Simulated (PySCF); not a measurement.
**BCl (SMILES [B]Cl): BHLYP/def2-TZVPPD**

What is the vertical ionisation energy of BCl at BHLYP/def2-TZVPPD? 

The calculation is run with PySCF 2.14.0.

2 further runs of the same task are left out: 2 set aside as unsound or not needed.

## Step 1: The structure to begin with

BCl: 2 atoms, total charge 0, spin state singlet. As SMILES, `[B]Cl`. Geometry: relaxed at GFN2-xTB.

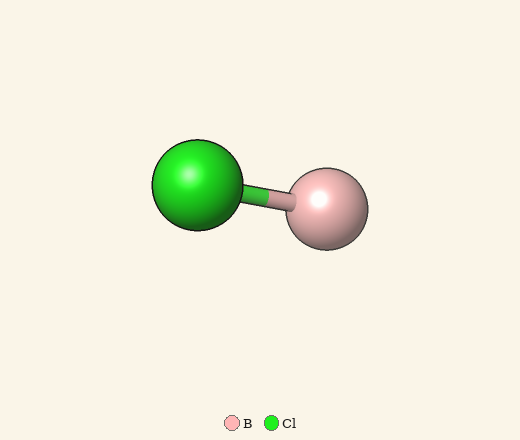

Viewed from a chosen angle; boron pink, chlorine green.

## Step 2: A single-point energy at BHLYP/def2-TZVPPD

The input, run.py:

```python
from pyscf import gto, dft

mol = gto.Mole()
mol.atom = '''
B      0.000000     0.000000     0.000000
Cl     0.000000     0.000000     2.982989
'''
mol.charge = 0
mol.max_memory = 1860
mol.spin = 0
mol.basis = 'def2-tzvppd'
mol.unit = 'bohr'
mol.verbose = 3
mol.build()

mf = dft.RKS(mol, xc='bhandhlyp')
mf.conv_tol = 1e-10
mf.grids.level = 5
mf.kernel()
if not mf.converged:
    mf = mf.newton().run(mf.mo_coeff, mf.mo_occ)

etot = mf.e_tot
print('E(%s) = %.9f' % ('BHLYP', etot))
```

Command:

```
$ OMP_NUM_THREADS=1 python run.py
```

Output:

```text
converged SCF energy = -484.982407311748
E(BHLYP) = -484.982407312
```

It took 5.7 s on 1 thread of Arm Neoverse V1, shared host; peak memory 0.4 GiB.

## Step 3: The doublet cation at the same level

The input, start.xyz:

```xyz
2

B      0.000000     0.000000     0.000000
Cl     0.000000     0.000000     1.578530
```

The input, calc.py:

```python
from pyscf import gto, dft

mol = gto.Mole()
mol.atom = 'start.xyz'
mol.max_memory = 1860
mol.charge = 1
mol.verbose = 3
mol.spin = 1
mol.basis = 'def2-tzvppd'
mol.build()

mf = dft.UKS(mol, xc='bhandhlyp')
mf.conv_tol = 1e-10
mf.grids.level = 5
mf.kernel()
if not mf.converged:
    mf = mf.newton().run(mf.mo_coeff, mf.mo_occ)

etot = mf.e_tot
print('E(%s) = %.9f' % ('BHLYP', etot))
```

Command:

```
$ OMP_NUM_THREADS=1 python calc.py
```

Output:

```text
WARN: HOMO -0.250939673793102 >= LUMO -0.250939673793098

converged SCF energy = -484.634693019505  <S^2> = 0.75404704  2S+1 = 2.004043
E(BHLYP) = -484.634693020
```

Wall time 12 s (1 thread of Arm Neoverse V1, shared host); peak memory 0.41 GiB.

## Step 4: Outcome

Level: BHLYP/def2-TZVPPD.

| quantity | value |
| --- | --- |
| singlet BCl: total energy | -484.98241 Eh |
| singlet BCl: dipole moment | 2.46 D |
| singlet BCl: HOMO energy | -8.11 eV |
| singlet BCl: LUMO energy | -0.48 eV |
| singlet BCl: HOMO–LUMO gap | 7.63 eV |
| doublet cation: total energy | -484.63469 Eh |
| doublet cation: HOMO energy (highest over α and β) | -18.87 eV |
| doublet cation: LUMO energy (lowest over α and β) | -10.85 eV |
| doublet cation: ⟨S²⟩ | 0.754 |
| vertical ionisation energy (to the doublet cation) | 9.462 eV |

What this shows: Removing an electron at fixed nuclei costs 9.46 eV (913 kJ/mol). −ε(HOMO) before ionisation, 8.11 eV, is 1.35 eV below this ionisation energy.
